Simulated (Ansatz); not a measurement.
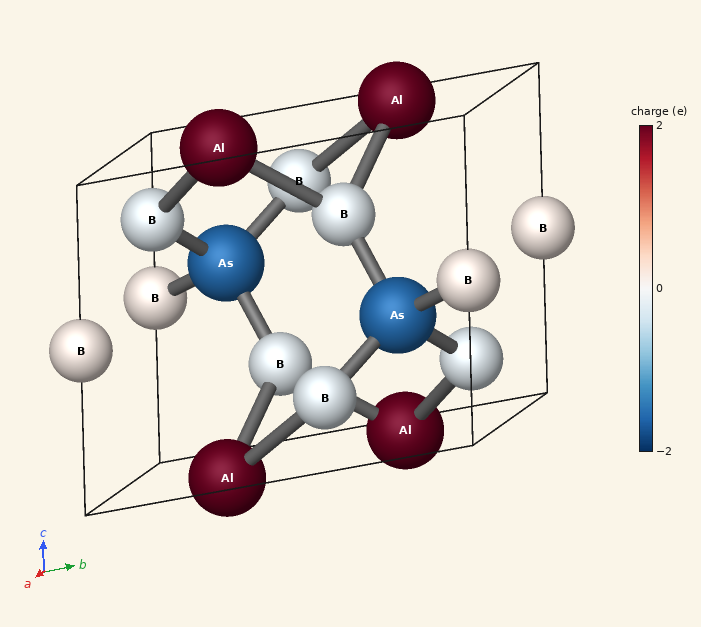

The image is a ball-and-stick drawing of a crystal, viewed slightly off an axis. Lines trace the edges of the simulation cell. The atoms of this Al$_{2}$B$_{7}$As$_{2}$ cell are coloured by their Bader charge.

Level of theory and settings: DFT, PAW plane waves, LDA, spin-orbit (Ansatz 0.2.0), wavefunction cutoff 420 eV, k-point mesh 4×4×4, Fermi-Dirac smearing of 0.013 eV, no moments seeded, so the run stays non-magnetic, spinor wavefunctions. The pressure of the cell is 59 GPa.

Q: Summarise the charge transfer.

A: Most positive: Al; most negative: As. Charges: about Al +2.0 e; B -0.2 to +0.1 e; As -1.5 e.

The geometry is that of a generated cell, made by putting these elements into a known structure type (the compound may or may not exist in this form), without relaxation. It was run through Ansatz as a DFT input.

At this level of theory the cell isn't at rest (compressed, at 59 GPa and forces up to 9.5 eV/Å), so its distances can differ from those at equilibrium, the more so the softer the solid.
